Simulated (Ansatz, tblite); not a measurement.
**SnH3(NHEt) (C₂H₉NSn): which spin state is lowest**

Is the singlet the ground state of SnH3(NHEt) (C₂H₉NSn)? Other spin states are computed and compared level by level.

Computed with Ansatz 0.2.0, Gaussian basis. Level: as each input shows.

The runs, in order: triplet, at the geometry of the singlet (GFN1-xTB, GFN2-xTB, PBE0-D4/def2-TZVP, PBE-D4/def2-TZVP, r2SCAN-D4/def2-TZVP); the singlet's energies come from earlier runs.

1 further run of the same task is left out (set aside as unsound or not needed). Runs told in other sessions of the task aren't counted.

## (1) The structure

The geometry is that of the singlet, from an earlier relaxation (PBE-D4/def2-SVP).

13 atoms, charge 0, spin multiplicity 1.

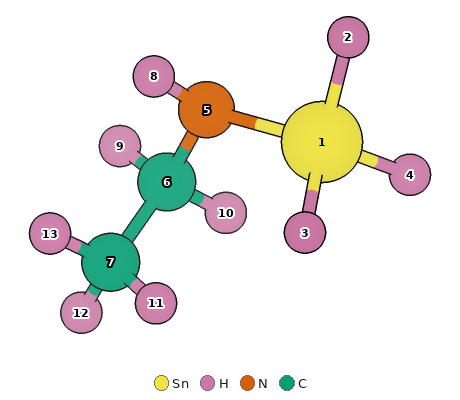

The geometry (tin yellow, hydrogen pink, nitrogen orange, carbon teal); atoms are numbered from 1 in the order of the file.

Sn takes a core potential in the def2 sets. No spin-orbit coupling is included.

## (2) Triplet at the fixed geometry, GFN1-xTB

Tight binding, by tblite at 300 K electronic temperature and without a spin-polarisation term:

```python
tblite.interface.Calculator('GFN1-xTB', numbers, positions, charge=0, uhf=2).singlepoint()
```

Energy -395.5830 eV; 0.005 s.

## (3) Triplet at the fixed geometry, GFN2-xTB

Tight binding, by tblite at 300 K electronic temperature and without a spin-polarisation term:

```python
tblite.interface.Calculator('GFN2-xTB', numbers, positions, charge=0, uhf=2).singlepoint()
```

Energy -371.6523 eV; 0.004 s.

## (4) Triplet at the fixed geometry, PBE0-D4/def2-TZVP

File in.yaml:

```yaml
crystal:
  periodic: [false, false, false]
  atoms:
    - {symbol: Sn, position_ang: [0.513689, 1.639608, 1.139355]}
    - {symbol: H, position_ang: [0.328612, 1.996928, 2.818821]}
    - {symbol: H, position_ang: [2.199310, 1.380166, 0.778277]}
    - {symbol: H, position_ang: [-0.105595, 2.895515, 0.127744]}
    - {symbol: N, position_ang: [-0.748929, 0.033492, 0.794502]}
    - {symbol: C, position_ang: [-0.882536, -0.512073, -0.551595]}
    - {symbol: C, position_ang: [0.310530, -1.312699, -1.086979]}
    - {symbol: H, position_ang: [-0.595394, -0.716559, 1.481122]}
    - {symbol: H, position_ang: [-1.792116, -1.158243, -0.581730]}
    - {symbol: H, position_ang: [-1.103150, 0.329568, -1.246429]}
    - {symbol: H, position_ang: [1.226424, -0.686688, -1.143601]}
    - {symbol: H, position_ang: [0.110677, -1.713066, -2.103421]}
    - {symbol: H, position_ang: [0.538468, -2.175960, -0.426066]}
basis:
  gaussian: {orbitals: def2-TZVP}
magnetization: {spin_polarized: true, initial_magnetization: 2}
hamiltonian: {xc: pbe0, dispersion: d4}
scf: {omitted_lower_state_checks: [starts]}
output: {orbitals: {seedname: orbitals}}
```

Command:

```sh
$ ansatz run in.yaml --threads 4 --pin off --events-out ev --progress --plain --max-ram 3916MiB
```

Output:

```text
Functional definition: PBE0
  name "PBE0"
  cite "Adamo & Barone, J. Chem. Phys. 110, 6158 (1999) doi:10.1063/1.478522"
  cite "Perdew, Burke & Ernzerhof, Phys. Rev. Lett. 77, 3865 (1996) doi:10.1103/PhysRevLett.77.3865"
  parent pbe
  parameter a = 0.25
  parameter kappa = 0.804
  parameter beta = 0.06672455060314922
  exchange = (1 - a)*pbe_x(kappa = kappa, mu = beta*pi^2/3) + a*exact_x
  correlation = pbe_c(beta = beta)
these checks for a lower state are left out or cut short: starts
1372 factors; their error is unknown
mean field evaluation 1: about -9519.9717 eV, gradient 5.2e1 eV
mean field evaluation 2: about -9460.4510 eV, gradient 1.1e2 eV
mean field evaluation 4: about -9532.5297 eV, gradient 1.7e1 eV
mean field evaluation 8: about -9534.0178 eV, gradient 3.8e-1 eV
mean field evaluation 16: about -9534.0849 eV, gradient 3.2e-3 eV
mean field -9534.08485287 eV, -350.3711559082 hartree, gradient 7.8e-5 eV, S^2 2.006968; 0 other end points of the search recorded, 0 dependent functions left out
reference -9534.08489997 eV, -350.3711576390 hartree; 26, 24 occupied and 171, 173 virtual orbitals, 1372 factors
Total energy: -9534.30058286 eV, -350.3790838390 hartree
Checks for a lower state left out: starts
```

Run time: 4.5 s. Hardware: 4 threads of Arm Neoverse V2, shared host; peak memory 0.61 GiB.

Report: HOMO -2.26 eV, LUMO -4.75 eV (over both spins; with the spin held, an empty level of the minority spin lies below the top filled one); ⟨S²⟩ 2.007 (pure: 2.00).

## (5) Triplet at the fixed geometry, PBE-D4/def2-TZVP

start.molden holds the orbitals of an earlier run on this state, given as this run's starting guess.

Changes to in.yaml since step 4:

```diff
@@ -17,5 +17,5 @@
 basis:
-  gaussian: {orbitals: def2-TZVP}
+  gaussian: {orbitals: def2-TZVP, initial_orbitals: start.molden}
 magnetization: {spin_polarized: true, initial_magnetization: 2}
-hamiltonian: {xc: pbe0, dispersion: d4}
+hamiltonian: {xc: pbe, dispersion: d4}
 scf: {omitted_lower_state_checks: [starts]}
```

Same command.

Output:

```text
Functional definition: PBE
  name "PBE"
  cite "Perdew, Burke & Ernzerhof, Phys. Rev. Lett. 77, 3865 (1996) doi:10.1103/PhysRevLett.77.3865"
  parent pbe
  parameter kappa = 0.804
  parameter beta = 0.06672455060314922
  exchange = pbe_x(kappa = kappa, mu = beta*pi^2/3)
  correlation = pbe_c(beta = beta)
these checks for a lower state are left out or cut short: starts
1299 factors; their error is unknown
mean field evaluation 1: about -9533.2663 eV, gradient 5.9e0 eV
mean field evaluation 2: about -9533.4090 eV, gradient 2.7e-1 eV
mean field evaluation 4: about -9533.3786 eV, gradient 1.8e-2 eV
mean field evaluation 8: about -9533.3786 eV, gradient 1.7e-5 eV
mean field -9533.37861868 eV, -350.3452022806 hartree, gradient 1.7e-5 eV, S^2 2.004264; 0 other end points of the search recorded, 0 dependent functions left out
reference -9533.37868180 eV, -350.3452045999 hartree; 26, 24 occupied and 171, 173 virtual orbitals, 1299 factors
Total energy: -9533.63306399 eV, -350.3545529729 hartree
Checks for a lower state left out: starts
```

It took 2.9 s on 4 threads of Arm Neoverse V2, shared host.

Report: HOMO -1.63 eV, LUMO -5.96 eV (over both spins; with the spin held, an empty level of the minority spin lies below the top filled one); ⟨S²⟩ 2.004 (pure: 2.00).

## (6) Triplet at the fixed geometry, r2SCAN-D4/def2-TZVP

Changes to in.yaml since step 5:

```diff
@@ -19,3 +19,3 @@
 magnetization: {spin_polarized: true, initial_magnetization: 2}
-hamiltonian: {xc: pbe, dispersion: d4}
+hamiltonian: {xc: r2scan, dispersion: d4}
 scf: {omitted_lower_state_checks: [starts]}
```

Same command.

Output:

```text
Functional definition: r2SCAN
  name "r2SCAN"
  cite "Furness, Kaplan, Ning, Perdew & Sun, J. Phys. Chem. Lett. 11, 8208 (2020) doi:10.1021/acs.jpclett.0c02405"
  cite "Furness, Kaplan, Ning, Perdew & Sun, J. Phys. Chem. Lett. 11, 9248 (2020) doi:10.1021/acs.jpclett.0c03077"
  parent r2scan
  parameter k0 = 0.174
  parameter k1 = 0.065
  parameter a1 = 4.9479
  exchange = r2scan_x(k0 = k0, k1 = k1, a1 = a1)
  correlation = r2scan_c
these checks for a lower state are left out or cut short: starts
1299 factors; their error is unknown
mean field evaluation 1: about -9538.4494 eV, gradient 4.0e0 eV
mean field evaluation 2: about -9538.5018 eV, gradient 6.9e-2 eV
mean field evaluation 4: about -9538.4753 eV, gradient 2.2e-3 eV
mean field evaluation 8: about -9538.4753 eV, gradient 2.1e-5 eV
mean field -9538.47530889 eV, -350.5325021909 hartree, gradient 2.1e-5 eV, S^2 2.009513; 0 other end points of the search recorded, 0 dependent functions left out
reference -9538.47533276 eV, -350.5325030681 hartree; 26, 24 occupied and 171, 173 virtual orbitals, 1299 factors
Total energy: -9538.53941772 eV, -350.5348581468 hartree
Checks for a lower state left out: starts
```

It took 6 s on 4 threads of Arm Neoverse V2, shared host.

From the report: HOMO -1.77 eV, LUMO -5.49 eV (over both spins; with the spin held, an empty level of the minority spin lies below the top filled one); ⟨S²⟩ 2.010 (pure: 2.00).

## (7) Triplet less singlet, vertical

The singlet's energies are those of its earlier runs, whose logs aren't repeated here.

```csv
level,"triplet less singlet, vertical (kcal/mol)",time
GFN1-xTB,+128.1,0.025 s
GFN2-xTB,+119.6,0.008 s
PBE-D4/def2-TZVP,+100.4,4.3 s
r2SCAN-D4/def2-TZVP,+100.9,9.1 s
PBE0-D4/def2-TZVP,+103.5,6.3 s
```

Times add the two runs; a level without a time comes out of a correlated run. Tight binding without a spin term can't rank spin states.

## (8) Results

| quantity | value |
| --- | --- |
| triplet less singlet, vertical, functionals in def2-TZVP | +100.4 (PBE-D4) to +103.5 kcal/mol (PBE0-D4) |

What this shows: All functionals put the triplet above the singlet, over a spread of 3.2 kcal/mol. The checks for a lower triplet were left out, so another state of that spin may lie lower. These are electronic energies, without zero-point motion, entropy or surroundings.
